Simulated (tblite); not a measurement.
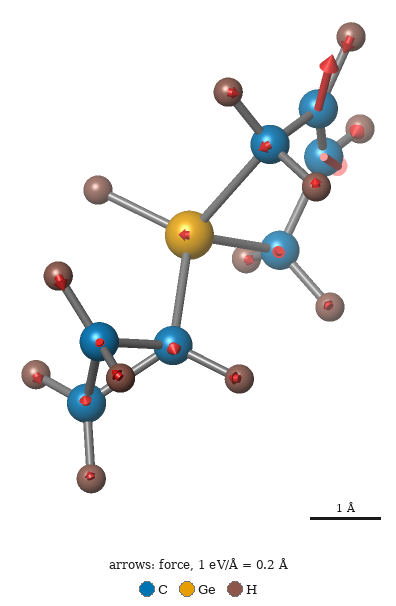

Starting geometry of C7H12Ge with the computed forces as red arrows. A ball-and-stick model, seen from a free direction.

All numbers below come from tblite, GFN2-xTB geometry optimisation, gas phase. 

Q: Is this structure relaxed? If not, where do the atoms go?

A: It isn't relaxed: the largest force vector, on a C atom, is 4.95 eV/Å. The final displacements have little in common with the starting forces (cosine between the two patterns 0.11). Over 111 geometry steps the energy falls by 15.4 kcal/mol. An H atom moves most after the best rigid fit: 0.75 Å. By element the largest moves are H 0.75 Å, C 0.33 Å, Ge 0.14 Å. Among the contacts that change: C–H 1.137 → 1.082 Å, C–Ge 1.916 → 1.968 Å, C–C 1.271 → 1.322 Å, C–Ge 1.942 → 1.993 Å. Among the angles between lasting bonds that change: H–C–H 115.4° → 106.7°, Ge–C–H 104.8° → 112.9°, C–Ge–H 114.8° → 107.5°. Groups turn about C–Ge by about 30°, C–Ge by about 30°, C–C by about 25°.
